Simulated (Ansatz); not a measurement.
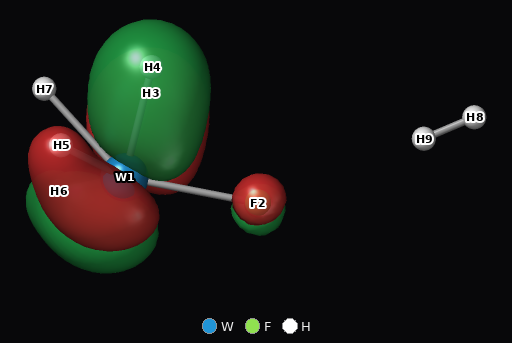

Figure. FH₅W···H₂. The HOMO−1 at ±0.15 Å⁻³ᐟ² (green and red are the two phases), seen from one side.

Core potentials replace the inner electrons of W.

These are results of Ansatz, RKS PBE0/def2-SVP, not measurements.

```yaml
atoms:
  - { symbol: W, position_ang: [-0.5274, -0.5374, 0.1764] }
  - { symbol: F, position_ang: [0.3349, 0.3493, 1.6053] }
  - { symbol: H, position_ang: [0.8555, -0.3031, -0.6770] }
  - { symbol: H, position_ang: [-0.2816, 0.8321, -0.6951] }
  - { symbol: H, position_ang: [-1.9790, 0.0229, -0.4944] }
  - { symbol: H, position_ang: [0.0453, -1.9985, -0.4625] }
  - { symbol: H, position_ang: [-0.5851, -0.6237, -1.4976] }
  - { symbol: H, position_ang: [2.4738, 2.5973, 2.4925] }
  - { symbol: H, position_ang: [1.9679, 2.0616, 2.2996] }
```

**What is the character of this orbital?**

Its weight (Hirshfeld) is mainly on W1 (about 60 %), H3 (about 15 %) and H4 (about 15 %). Its energy is −8.82 eV.
